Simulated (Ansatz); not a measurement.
**Nudged elastic band, with input and output: Si₂H₈O₂ (part 1 of 2)**

The run: nudged elastic band of Si₂H₈O₂. Method and program: RKS PBE0-D4/def2-SVP (Ansatz 0.2.0).

The run did not end well. One setting was made poor on purpose. It belongs to a series of runs on one base structure; here: band between the two ends.

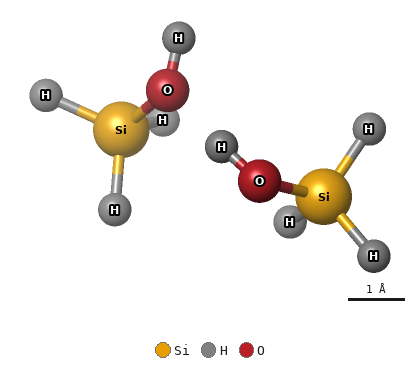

Figure 1. The input geometry (ball-and-stick view, seen at a tilt). Bond lengths as drawn: H–O 0.96 to 0.97 Å, H–Si 1.49 to 1.50 Å and O–Si 1.66 to 1.69 Å.

Input file:
```yaml
crystal:
  periodic: [false, false, false]
  atoms:
    - { symbol: Si, position_ang: [-0.375222, -0.627353, 2.008614] }
    - { symbol: H, position_ang: [0.181399, 0.596176, 2.67538] }
    - { symbol: H, position_ang: [0.757816, -1.258912, 1.250773] }
    - { symbol: H, position_ang: [-0.838284, -1.576868, 3.059345] }
    - { symbol: O, position_ang: [-1.668015, -0.292249, 1.02888] }
    - { symbol: H, position_ang: [-0.131445, 1.996717, -0.840166] }
    - { symbol: O, position_ang: [-0.321209, 1.05965, -0.956114] }
    - { symbol: Si, position_ang: [0.735207, 0.164391, -1.916465] }
    - { symbol: H, position_ang: [-1.417376, 0.247113, 0.258385] }
    - { symbol: H, position_ang: [2.12852, 0.243229, -1.384299] }
    - { symbol: H, position_ang: [0.223588, -1.229034, -1.864529] }
    - { symbol: H, position_ang: [0.724921, 0.67704, -3.319904] }
basis:
  gaussian: { orbitals: def2-SVP }
hamiltonian:
  xc: pbe0
  dispersion: d4
neb:
  order_check: false
  images: 9
  f_tol: 0.05
  max_iterations: 47
  max_displacement: 0.5
  optimiser: fire
  final_atoms:
    - { symbol: Si, position_ang: [-0.96572723, -0.35480814, 0.9986095] }
    - { symbol: H, position_ang: [2.58099765, 1.1009647, 1.7669731] }
    - { symbol: H, position_ang: [-0.35708945, -1.1622395, 2.09180705] }
    - { symbol: H, position_ang: [-1.34369431, 1.01112106, 1.44201932] }
    - { symbol: O, position_ang: [-2.37239887, -1.03926161, 0.45192263] }
    - { symbol: H, position_ang: [2.12571347, 0.69487313, 1.30977232] }
    - { symbol: O, position_ang: [0.18015543, -0.27518266, -0.19608727] }
    - { symbol: Si, position_ang: [0.5397682, 0.36029631, -1.68838793] }
    - { symbol: H, position_ang: [-2.35183604, -1.97723273, 0.24063375] }
    - { symbol: H, position_ang: [1.12971261, 1.72308094, -1.53269061] }
    - { symbol: H, position_ang: [1.52647646, -0.53550892, -2.35601127] }
    - { symbol: H, position_ang: [-0.69217793, 0.4537974, -2.52866059] }
  initial_path:
    images:
      - { positions_ang: [[-0.375222, -0.627353, 2.008614], [0.181399, 0.596176, 2.67538], [0.757816, -1.258912, 1.250773], [-0.838284, -1.576868, 3.059345], [-1.668015, -0.292249, 1.02888], [-0.131445, 1.996717, -0.840166], [-0.321209, 1.05965, -0.956114], [0.735207, 0.164391, -1.916465], [-1.417376, 0.247113, 0.258385], [2.12852, 0.243229, -1.384299], [0.223588, -1.229034, -1.864529], [0.724921, 0.67704, -3.319904]] }
      - { positions_ang: [[-0.41452325, -0.56158599, 1.89493859], [0.36099615, 0.57672856, 2.50933178], [0.60430163, -1.32143736, 1.37144439], [-0.91204918, -1.11363145, 2.89164703], [-1.71210714, -0.35643443, 0.93271151], [0.15091822, 1.71270644, -0.49433491], [-0.13217905, 0.89411289, -0.79657881], [0.71592915, 0.20573013, -1.88569112], [-1.51232443, -0.03719904, 0.16164893], [1.99562577, 0.50315644, -1.51893308], [0.42200669, -1.15262619, -1.96029128], [0.43330544, 0.65038001, -3.10599303]] }
      - { positions_ang: [[-0.4538245, -0.49581898, 1.78126318], [0.54059329, 0.55728111, 2.34328356], [0.45078727, -1.38396272, 1.49211577], [-0.98581436, -0.65039489, 2.72394906], [-1.75619927, -0.42061986, 0.83654303], [0.43328144, 1.42869587, -0.14850381], [0.0568509, 0.72857578, -0.63704361], [0.6966513, 0.24706926, -1.85491724], [-1.60727287, -0.32151108, 0.06491286], [1.86273154, 0.76308387, -1.65356717], [0.62042538, -1.07621838, -2.05605356], [0.14168988, 0.62372003, -2.89208207]] }
      - { positions_ang: [[-0.49312575, -0.43005198, 1.66758777], [0.72019044, 0.53783367, 2.17723534], [0.2972729, -1.44648808, 1.61278716], [-1.05957954, -0.18715834, 2.55625109], [-1.80029141, -0.48480529, 0.74037454], [0.71564466, 1.14468531, 0.19732728], [0.24588085, 0.56303867, -0.47750842], [0.67737344, 0.28840838, -1.82414336], [-1.7022213, -0.60582313, -0.03182321], [1.72983731, 1.02301131, -1.78820125], [0.81884408, -0.99981057, -2.15181584], [-0.14992567, 0.59706004, -2.6781711]] }
      - { positions_ang: [[-0.532427, -0.36428497, 1.55391237], [0.89978758, 0.51838622, 2.01118712], [0.14375853, -1.50901344, 1.73345855], [-1.13334473, 0.27607821, 2.38855312], [-1.84438354, -0.54899072, 0.64420606], [0.99800788, 0.86067475, 0.54315837], [0.4349108, 0.39750156, -0.31797322], [0.65809559, 0.32974751, -1.79336948], [-1.79716973, -0.89013517, -0.12855928], [1.59694308, 1.28293874, -1.92283534], [1.01726277, -0.92340276, -2.24757813], [-0.44154123, 0.57040006, -2.46426013]] }
      - { positions_ang: [[-0.57172826, -0.29851796, 1.44023696], [1.07938473, 0.49893878, 1.8451389], [-0.00975583, -1.5715388, 1.85412993], [-1.20710991, 0.73931477, 2.22085515], [-1.88847568, -0.61317615, 0.54803757], [1.2803711, 0.57666418, 0.88898947], [0.62394075, 0.23196445, -0.15843803], [0.63881774, 0.37108664, -1.7625956], [-1.89211816, -1.17444721, -0.22529536], [1.46404885, 1.54286618, -2.05746942], [1.21568146, -0.84699495, -2.34334041], [-0.73315679, 0.54374007, -2.25034917]] }
      - { positions_ang: [[-0.65052805, -0.309776, 1.35191147], [1.37970731, 0.61934396, 1.82950574], [-0.07922256, -1.48967894, 1.90166536], [-1.23442679, 0.79367603, 2.06508798], [-1.98526032, -0.69839324, 0.52881458], [1.44943958, 0.60030597, 0.97314604], [0.53518368, 0.13053503, -0.16596788], [0.61900783, 0.36892857, -1.74775406], [-1.98406174, -1.33500431, -0.13210953], [1.3971816, 1.57890913, -1.95251366], [1.27784046, -0.78469775, -2.34587458], [-0.72496102, 0.52575154, -2.30601145]] }
      - { positions_ang: [[-0.72932784, -0.32103403, 1.26358598], [1.6800299, 0.73974915, 1.81387258], [-0.14868928, -1.40781908, 1.94920078], [-1.26174367, 0.84803728, 1.90932082], [-2.08204495, -0.78361033, 0.50959159], [1.61850805, 0.62394776, 1.05730261], [0.44642662, 0.02910561, -0.17349772], [0.59919792, 0.36677051, -1.73291253], [-2.07600531, -1.49556142, -0.03892371], [1.33031435, 1.61495208, -1.8475579], [1.33999946, -0.72240054, -2.34840875], [-0.71676525, 0.507763, -2.36167374]] }
      - { positions_ang: [[-0.80812764, -0.33229207, 1.17526049], [1.98035248, 0.86015433, 1.79823942], [-0.218156, -1.32595922, 1.9967362], [-1.28906055, 0.90239854, 1.75355365], [-2.17882959, -0.86882742, 0.49036861], [1.78757652, 0.64758955, 1.14145918], [0.35766956, -0.07232381, -0.18102757], [0.57938802, 0.36461244, -1.718071], [-2.16794889, -1.65611852, 0.05426211], [1.2634471, 1.65099504, -1.74260214], [1.40215846, -0.66010333, -2.35094293], [-0.70856948, 0.48977447, -2.41733602]] }
      - { positions_ang: [[-0.88692743, -0.3435501, 1.086935], [2.28067507, 0.98055952, 1.78260626], [-0.28762273, -1.24409936, 2.04427162], [-1.31637743, 0.9567598, 1.59778648], [-2.27561423, -0.95404451, 0.47114562], [1.956645, 0.67123134, 1.22561575], [0.2689125, -0.17375323, -0.18855742], [0.55957811, 0.36245438, -1.70322947], [-2.25989246, -1.81667563, 0.14744793], [1.19657986, 1.68703799, -1.63764637], [1.46431746, -0.59780612, -2.3534771], [-0.7003737, 0.47178594, -2.47299831]] }
      - { positions_ang: [[-0.96572723, -0.35480814, 0.9986095], [2.58099765, 1.1009647, 1.7669731], [-0.35708945, -1.1622395, 2.09180705], [-1.34369431, 1.01112106, 1.44201932], [-2.37239887, -1.03926161, 0.45192263], [2.12571347, 0.69487313, 1.30977232], [0.18015543, -0.27518266, -0.19608727], [0.5397682, 0.36029631, -1.68838793], [-2.35183604, -1.97723273, 0.24063375], [1.12971261, 1.72308094, -1.53269061], [1.52647646, -0.53550892, -2.35601127], [-0.69217793, 0.4537974, -2.52866059]] }
```

Hardware: 2 threads of Intel Xeon @ 2.50GHz (Skylake/Cascade Lake), 16 GiB of memory available, shared host.

Run as:
```bash
ansatz run input.yaml --threads 2 --pin off --max-ram 3072MiB --backend cpu --events-out ev --progress --plain --runs-dir out
```

The program's output:
```
Engine: ansatz 0.2.0, x86_64-unknown-linux-gnu
Functional definition: PBE0
  parameter a = 0.25
  parameter kappa = 0.804
  parameter beta = 0.06672455060314922
  exchange = (1 - a)*pbe_x(kappa = kappa, mu = beta*pi^2/3) + a*exact_x
  correlation = pbe_c(beta = beta)
1069 factors; integrals over basis functions are off by at most 3.3e-4 eV
mean field evaluation 1: about -19955.7327 eV, gradient 5.9e1 eV
mean field evaluation 2: about -19945.5539 eV, gradient 9.4e1 eV
mean field evaluation 4: about -19961.7168 eV, gradient 2.4e0 eV
mean field evaluation 8: about -19961.7279 eV, gradient 1.0e-2 eV
mean field -19961.72788128 eV, -733.5799690919 hartree, gradient 7.3e-5 eV, S^2 0.000000; 0 other end points of the search recorded, 0 dependent functions left out
the calculation of the forces begins
reference -19961.72791231 eV, -733.5799702323 hartree; 26, 26 occupied and 78, 78 virtual orbitals, 1069 factors
1070 factors; integrals over basis functions are off by at most 4.8e-4 eV
mean field evaluation 16: about -19961.9358 eV, gradient 5.4e0 eV
mean field -19962.36589837 eV, -733.6034157874 hartree, gradient 7.4e-5 eV, S^2 0.000000; 0 other end points of the search recorded, 0 dependent functions left out
[... from here on the field's lines of each further geometry are left out, up to the last ...]
NEB iter   1: max|band force component| = 1.726e1 eV/Å  barrier→ = 9.5143 eV  barrier← = 10.1637 eV  Δτ_max = 0.2806 Å  (252 SCF iters)
NEB iter   2: max|band force component| = 8.983e0 eV/Å  barrier→ = 5.2107 eV  barrier← = 5.8601 eV  Δτ_max = 0.0349 Å  (248 SCF iters)
NEB iter   3: max|band force component| = 8.237e0 eV/Å  barrier→ = 3.9756 eV  barrier← = 4.6250 eV  Δτ_max = 0.0640 Å  (223 SCF iters)
NEB iter   4: max|band force component| = 6.469e0 eV/Å  barrier→ = 2.6882 eV  barrier← = 3.3377 eV  Δτ_max = 0.0874 Å  (224 SCF iters)
NEB iter   5: max|band force component| = 3.535e0 eV/Å  barrier→ = 1.9434 eV  barrier← = 2.5929 eV  Δτ_max = 0.0174 Å  (222 SCF iters)
NEB iter   6: max|band force component| = 2.668e0 eV/Å  barrier→ = 1.7628 eV  barrier← = 2.4123 eV  Δτ_max = 0.0310 Å  (221 SCF iters)
NEB iter   7: max|band force component| = 1.371e0 eV/Å  barrier→ = 1.6732 eV  barrier← = 2.3226 eV  Δτ_max = 0.0344 Å  (218 SCF iters)
NEB iter   8: max|band force component| = 2.235e0 eV/Å  barrier→ = 1.6492 eV  barrier← = 2.2986 eV  Δτ_max = 0.0088 Å  (217 SCF iters)
NEB iter   9: max|band force component| = 1.540e0 eV/Å  barrier→ = 1.6079 eV  barrier← = 2.2574 eV  Δτ_max = 0.0143 Å  (219 SCF iters)
NEB iter  10: max|band force component| = 1.134e0 eV/Å  barrier→ = 1.5629 eV  barrier← = 2.2124 eV  Δτ_max = 0.0157 Å  (221 SCF iters)
NEB iter  11: max|band force component| = 1.273e0 eV/Å  barrier→ = 1.5422 eV  barrier← = 2.1916 eV  Δτ_max = 0.0055 Å  (218 SCF iters)
NEB iter  12: max|band force component| = 1.026e0 eV/Å  barrier→ = 1.5232 eV  barrier← = 2.1726 eV  Δτ_max = 0.0097 Å  (201 SCF iters)
NEB iter  13: max|band force component| = 9.731e-1 eV/Å  barrier→ = 1.5017 eV  barrier← = 2.1511 eV  Δτ_max = 0.0146 Å  (220 SCF iters)
NEB iter  14: max|band force component| = 9.133e-1 eV/Å  barrier→ = 1.4833 eV  barrier← = 2.1328 eV  Δτ_max = 0.0193 Å  (218 SCF iters)
NEB iter  15: max|band force component| = 9.916e-1 eV/Å  barrier→ = 1.4581 eV  barrier← = 2.1075 eV  Δτ_max = 0.0235 Å  (209 SCF iters)
NEB iter  16: max|band force component| = 8.666e-1 eV/Å  barrier→ = 1.4224 eV  barrier← = 2.0718 eV  Δτ_max = 0.0279 Å  (213 SCF iters)
NEB iter  17: max|band force component| = 8.282e-1 eV/Å  barrier→ = 1.3871 eV  barrier← = 2.0365 eV  Δτ_max = 0.0359 Å  (213 SCF iters)
NEB iter  18: max|band force component| = 7.664e-1 eV/Å  barrier→ = 1.3551 eV  barrier← = 2.0046 eV  Δτ_max = 0.0449 Å  (214 SCF iters)
NEB iter  19: max|band force component| = 6.839e-1 eV/Å  barrier→ = 1.3125 eV  barrier← = 1.9619 eV  Δτ_max = 0.0550 Å  (208 SCF iters)
NEB iter  20: max|band force component| = 6.358e-1 eV/Å  barrier→ = 1.2618 eV  barrier← = 1.9112 eV  Δτ_max = 0.0663 Å  (213 SCF iters)
NEB iter  21: max|band force component| = 8.344e-1 eV/Å  barrier→ = 1.2073 eV  barrier← = 1.8568 eV  Δτ_max = 0.0764 Å  (211 SCF iters)
NEB iter  22: max|band force component| = 5.134e-1 eV/Å  barrier→ = 1.1325 eV  barrier← = 1.7819 eV  Δτ_max = 0.0851 Å  (211 SCF iters)
NEB iter  23: max|band force component| = 7.899e-1 eV/Å  barrier→ = 1.1184 eV  barrier← = 1.7678 eV  Δτ_max = 0.0904 Å  (211 SCF iters)
NEB iter  24: max|band force component| = 6.344e-1 eV/Å  barrier→ = 1.1471 eV  barrier← = 1.7966 eV  Δτ_max = 0.0100 Å  (211 SCF iters)
NEB iter  25: max|band force component| = 1.726e0 eV/Å  barrier→ = 1.1627 eV  barrier← = 1.8121 eV  CI = image 5  Δτ_max = 0.0314 Å  (213 SCF iters)
NEB iter  26: max|band force component| = 1.600e0 eV/Å  barrier→ = 1.2757 eV  barrier← = 1.9251 eV  CI = image 5  Δτ_max = 0.0538 Å  (208 SCF iters)
NEB iter  27: max|band force component| = 1.277e0 eV/Å  barrier→ = 1.4800 eV  barrier← = 2.1295 eV  CI = image 5  Δτ_max = 0.0726 Å  (212 SCF iters)
NEB iter  28: max|band force component| = 1.122e0 eV/Å  barrier→ = 1.6952 eV  barrier← = 2.3447 eV  CI = image 5  Δτ_max = 0.0873 Å  (216 SCF iters)
NEB iter  29: max|band force component| = 1.071e0 eV/Å  barrier→ = 1.7579 eV  barrier← = 2.4074 eV  CI = image 5  Δτ_max = 0.0979 Å  (217 SCF iters)
NEB iter  30: max|band force component| = 9.440e-1 eV/Å  barrier→ = 1.6089 eV  barrier← = 2.2583 eV  CI = image 5  Δτ_max = 0.0151 Å  (217 SCF iters)
NEB iter  31: max|band force component| = 7.761e-1 eV/Å  barrier→ = 1.5859 eV  barrier← = 2.2353 eV  CI = image 5  Δτ_max = 0.0277 Å  (210 SCF iters)
NEB iter  32: max|band force component| = 5.364e-1 eV/Å  barrier→ = 1.5645 eV  barrier← = 2.2140 eV  CI = image 5  Δτ_max = 0.0360 Å  (200 SCF iters)
NEB iter  33: max|band force component| = 5.251e-1 eV/Å  barrier→ = 1.5637 eV  barrier← = 2.2131 eV  CI = image 5  Δτ_max = 0.0409 Å  (210 SCF iters)
NEB iter  34: max|band force component| = 4.235e-1 eV/Å  barrier→ = 1.5849 eV  barrier← = 2.2344 eV  CI = image 5  Δτ_max = 0.0435 Å  (207 SCF iters)
NEB iter  35: max|band force component| = 5.024e-1 eV/Å  barrier→ = 1.6183 eV  barrier← = 2.2677 eV  CI = image 5  Δτ_max = 0.0099 Å  (210 SCF iters)
NEB iter  36: max|band force component| = 4.545e-1 eV/Å  barrier→ = 1.6111 eV  barrier← = 2.2605 eV  CI = image 5  Δτ_max = 0.0172 Å  (200 SCF iters)
NEB iter  37: max|band force component| = 4.111e-1 eV/Å  barrier→ = 1.6039 eV  barrier← = 2.2533 eV  CI = image 5  Δτ_max = 0.0205 Å  (195 SCF iters)
NEB iter  38: max|band force component| = 3.010e-1 eV/Å  barrier→ = 1.5990 eV  barrier← = 2.2484 eV  CI = image 5  Δτ_max = 0.0253 Å  (208 SCF iters)
NEB iter  39: max|band force component| = 2.256e-1 eV/Å  barrier→ = 1.5965 eV  barrier← = 2.2460 eV  CI = image 5  Δτ_max = 0.0047 Å  (207 SCF iters)
NEB iter  40: max|band force component| = 2.462e-1 eV/Å  barrier→ = 1.5953 eV  barrier← = 2.2447 eV  CI = image 5  Δτ_max = 0.0088 Å  (190 SCF iters)
NEB iter  41: max|band force component| = 2.551e-1 eV/Å  barrier→ = 1.5940 eV  barrier← = 2.2434 eV  CI = image 5  Δτ_max = 0.0122 Å  (184 SCF iters)
NEB iter  42: max|band force component| = 1.530e-1 eV/Å  barrier→ = 1.5932 eV  barrier← = 2.2427 eV  CI = image 5  Δτ_max = 0.0150 Å  (202 SCF iters)
NEB iter  43: max|band force component| = 1.638e-1 eV/Å  barrier→ = 1.5929 eV  barrier← = 2.2424 eV  CI = image 5  Δτ_max = 0.0165 Å  (198 SCF iters)
NEB iter  44: max|band force component| = 2.068e-1 eV/Å  barrier→ = 1.5927 eV  barrier← = 2.2422 eV  CI = image 5  Δτ_max = 0.0164 Å  (203 SCF iters)
NEB iter  45: max|band force component| = 1.434e-1 eV/Å  barrier→ = 1.5922 eV  barrier← = 2.2416 eV  CI = image 5  Δτ_max = 0.0199 Å  (199 SCF iters)
NEB iter  46: max|band force component| = 2.454e-1 eV/Å  barrier→ = 1.5917 eV  barrier← = 2.2412 eV  CI = image 5  Δτ_max = 0.0245 Å  (206 SCF iters)
the calculation of the forces begins
reference -19962.27823966 eV, -733.6001943892 hartree; 26, 26 occupied and 78, 78 virtual orbitals, 1071 factors
these checks for a lower state are left out or cut short: starts, cluster_reference, orbital_swaps, neighbouring_geometries, increment
1071 factors; integrals over basis functions are off by at most 4.8e-4 eV
mean field -19962.33814070 eV, -733.6023957119 hartree, gradient 1.3e-5 eV, S^2 0.000000; 0 other end points of the search recorded, 0 dependent functions left out
the calculation of the forces begins
reference -19962.33817103 eV, -733.6023968264 hartree; 26, 26 occupied and 78, 78 virtual orbitals, 1071 factors
NEB iter  47: max|band force component| = 3.583e-1 eV/Å  barrier→ = 1.5917 eV  barrier← = 2.2411 eV  CI = image 5  Δτ_max = 0.0079 Å  (205 SCF iters)
```

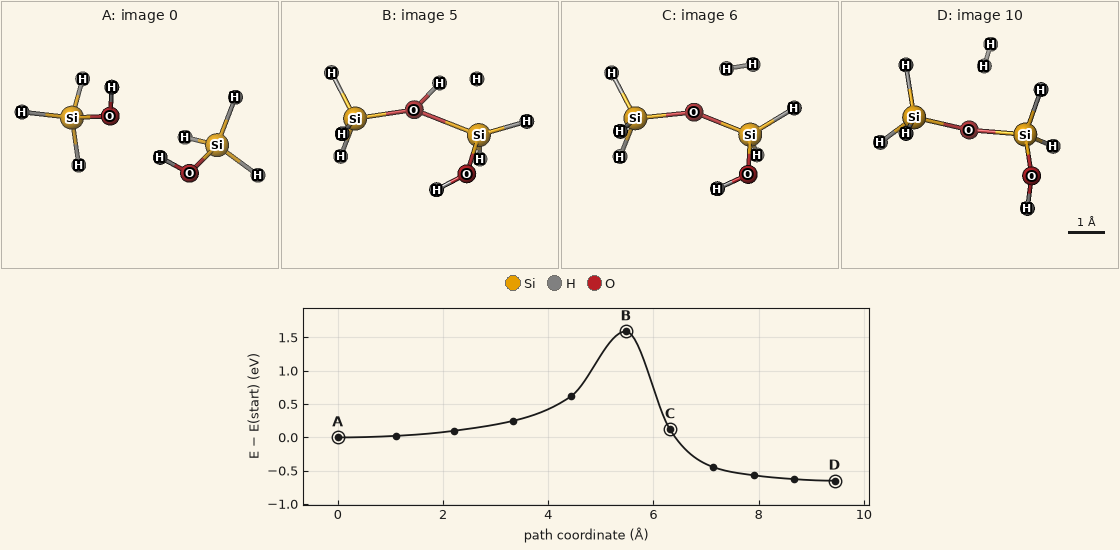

Figure 2. Images of the last band (counted from 0; ball-and-stick, seen at a tilt) above the energy along the path; the line is a cubic interpolation that uses the forces. The highest image is number 5, 1.592 eV above the start and 2.241 eV above the end (the climbing image); the end lies 0.649 eV below the start. The path is 9.44 Å long. The band had not converged after 47 iterations.
